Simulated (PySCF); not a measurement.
# C2H5NO2Si: spin–spin coupling calculation

C2H5NO2Si, computed with B3LYP/def2-TZVP indirect spin-spin coupling, non-relativistic, gas phase (PySCF 2.14.0).

The geometry comes from this level: PBE0-D3(BJ)/def2-SVP.

Figures and captions count atoms from 1; the log counts them from 0 in places.

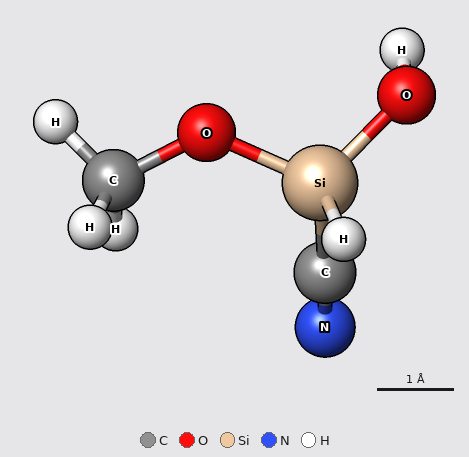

Fig. 1: The structure as given in the input (ball-and-stick view, seen at a tilt).

## Input
```
{"job": {"kind": "j", "xc": "B3LYP", "basis": "def2-TZVP"}, "charge": 0, "multiplicity": 1}
C      1.761137    -0.000882     0.244793
O      0.605771    -0.765493     0.014361
Si    -0.946609    -0.424714     0.423801
O     -1.983178    -1.348915    -0.445238
C     -1.189168     1.384333     0.008186
N     -1.301476     2.506823    -0.261367
H      1.628137     1.048890    -0.070150
H      2.587454    -0.435762    -0.335599
H      2.046892    -0.011894     1.310673
H     -1.271347    -0.628403     1.849789
H     -1.903169    -1.345777    -1.404025
```

The first line tells a small driver script what to run in PySCF; the rest is the geometry in Å.

Run as:
```bash
OMP_NUM_THREADS=1 python <driver script> task.json out
```

## The program's output
```
coarse grid: 10136 points
cycle   1  E = -573.9516209937  dE =  6.781e-01  |g| = 1.067e+00  |ddm| = 2.641e+00
cycle   2  E = -573.4244783149  dE =  5.271e-01  |g| = 1.971e+00  |ddm| = 1.694e+00
cycle   3  E = -574.1368562477  dE = -7.124e-01  |g| = 2.636e-01  |ddm| = 1.225e+00
cycle   4  E = -574.1454447037  dE = -8.588e-03  |g| = 1.755e-01  |ddm| = 1.949e-01
cycle   5  E = -574.1517993399  dE = -6.355e-03  |g| = 3.112e-02  |ddm| = 1.013e-01
cycle   6  E = -574.1520059243  dE = -2.066e-04  |g| = 7.988e-03  |ddm| = 2.377e-02
cycle   7  E = -574.1520150218  dE = -9.097e-06  |g| = 3.497e-03  |ddm| = 5.554e-03
cycle   8  E = -574.1520171094  dE = -2.088e-06  |g| = 5.582e-04  |ddm| = 2.190e-03
final grid: 94616 points
cycle   9  E = -574.1472027544  dE = -3.749e-05  |g| = 4.896e-03  |ddm| = 3.291e-02
cycle  10  E = -574.1471998246  dE =  2.930e-06  |g| = 6.285e-03  |ddm| = 5.946e-03
cycle  11  E = -574.1472074680  dE = -7.643e-06  |g| = 1.097e-03  |ddm| = 3.286e-03
cycle  12  E = -574.1472076581  dE = -1.901e-07  |g| = 4.625e-04  |ddm| = 8.248e-04
cycle  13  E = -574.1472076921  dE = -3.393e-08  |g| = 2.471e-04  |ddm| = 3.073e-04
cycle  14  E = -574.1472077040  dE = -1.193e-08  |g| = 4.481e-05  |ddm| = 1.366e-04
cycle  15  E = -574.1472077044  dE = -4.139e-10  |g| = 9.576e-06  |ddm| = 3.457e-05
```

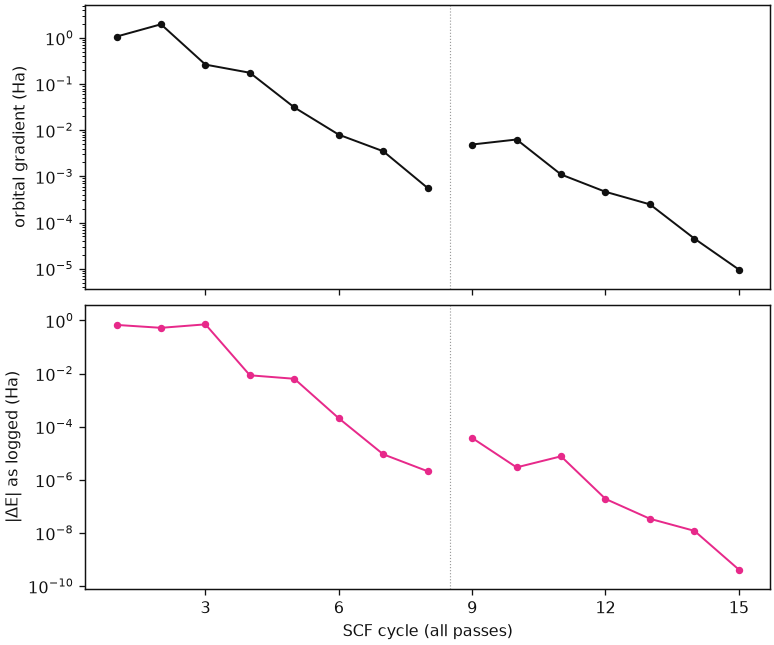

Fig. 2: Convergence of the self-consistent field: orbital gradient and size of the energy change against the SCF cycle. The dotted line marks the change from a coarse to the final integration grid. The first 8 cycles use a coarse grid, the final grid takes over at cycle 9, and the field converges after 15 cycles in all.

```
converged SCF energy = -574.1472077044

Indirect spin-spin couplings (Hz)
  i      j    bonds     total        FC       PSO       DSO        SD
  0 C    1 O    1     20.382    21.817    -1.310    -0.126         -
  0 C    2 Si   2      0.421     0.071     0.311     0.047    -0.008
  0 C    3 O    3      0.288     0.162     0.065     0.061         -
  0 C    4 C    3      0.411     0.389    -0.010     0.032         -
  0 C    6 H    1    139.785   138.559     0.445     0.780         -
  0 C    7 H    1    146.904   145.730     0.453     0.720         -
  0 C    8 H    1    139.271   138.010     0.511     0.749         -
  0 C    9 H    3     -0.357    -0.276     0.151    -0.231         -
  0 C   10 H    4     -0.252    -0.156     0.209    -0.305         -
  1 O    2 Si   1    -22.403   -15.396    -7.303     0.070     0.226
  1 O    4 C    2     -2.329    -2.346     0.027    -0.010         -
  1 O    5 N    3     -0.116    -0.031    -0.004    -0.015    -0.066
  1 O    6 H    2     -1.870    -1.172    -0.789     0.091         -
  1 O    7 H    2    -11.826   -11.099    -0.791     0.064         -
  1 O    8 H    2     -3.220    -2.544    -0.772     0.097         -
  1 O    9 H    2     -9.263    -9.552     0.099     0.191         -
  1 O   10 H    3      0.736     0.756    -0.052     0.033         -
  2 Si   3 O    1    -27.050   -19.611    -7.921     0.051     0.431
  2 Si   4 C    1    -69.091   -69.692     1.390    -0.154    -0.635
  2 Si   5 N    2     -1.186    -2.825     1.098    -0.029     0.571
  2 Si   6 H    3     -2.297    -2.452     0.105     0.031     0.019
  2 Si   7 H    3    -13.146   -12.992    -0.411     0.360    -0.103
  2 Si   8 H    3      0.137    -0.020     0.071     0.099    -0.012
  2 Si   9 H    1   -264.376  -264.637     1.163    -0.446    -0.456
  2 Si  10 H    2      4.933     3.733     0.724     0.466     0.010
  3 O    4 C    2     -0.067    -0.148     0.076     0.006         -
  3 O    5 N    3     -0.047    -0.039     0.080    -0.017    -0.070
  3 O    7 H    4      0.193     0.123    -0.100     0.170         -
  3 O    9 H    2    -23.876   -24.046     0.024     0.146         -
  3 O   10 H    1    -82.320   -69.760   -12.105    -0.455         -
  4 C    5 N    1    -11.097    -6.091     0.970     0.010    -5.985
  4 C    6 H    4      0.204     0.070    -0.295     0.429         -
  4 C    7 H    4     -0.159    -0.129     0.166    -0.197         -
  4 C    8 H    4      0.237     0.221     0.045    -0.029         -
  4 C    9 H    2     27.931    28.012    -0.037    -0.045         -
  4 C   10 H    3     -0.586    -0.619     0.047    -0.013         -
  5 N    9 H    3     -1.146    -0.957    -0.326     0.141    -0.004
  6 H    7 H    2    -11.151   -10.841     2.019    -2.329         -
  6 H    8 H    2     -9.443    -9.177     1.967    -2.233         -
  6 H    9 H    4     -0.213     0.129     0.686    -1.028         -
  6 H   10 H    5     -0.186     0.014     0.536    -0.736         -
  7 H    8 H    2    -10.995   -10.673     2.080    -2.403         -
  7 H   10 H    5     -0.168    -0.011     0.533    -0.690         -
  8 H    9 H    4      0.224     0.167    -0.166     0.223         -
  8 H   10 H    5     -0.350     0.018     1.127    -1.496         -
  9 H   10 H    3      8.371     9.467     2.652    -3.748         -
```

## Summary

| quantity | value |
| --- | --- |
| outcome | converged |
| total energy | −574.147208 hartree |
| HOMO | −8.70 eV |
| LUMO | −1.06 eV |
| dipole moment | 2.74 D |
| hardware | 1 CPU thread, shared host |
| wall time | 57 s |
| peak memory | 0.91 GiB |
